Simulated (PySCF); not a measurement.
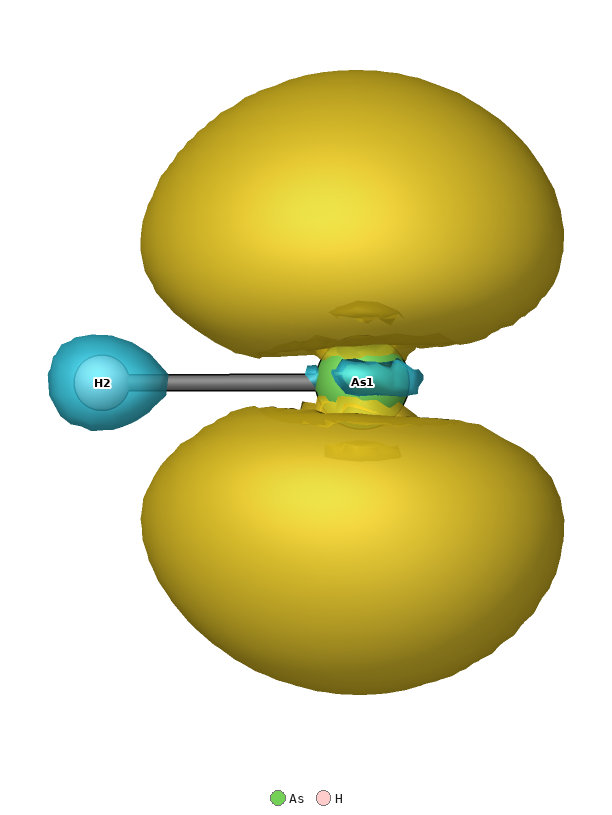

AsH (charge +1, doublet). Isosurfaces of the spin density (α minus β) at +0.02 (yellow) and −0.02 e/Å³ (cyan), seen from one side.

These are results of PySCF, PBE0/def2-TZVPPD, non-relativistic Hamiltonian with scalar-relativistic core potentials where named, at a bond length of 1.536 Å, not measurements.

### Which atoms carry the spin?

The unpaired spin (1 electron) lies mostly on As1 (about 1.0), in electrons by Hirshfeld's partition.
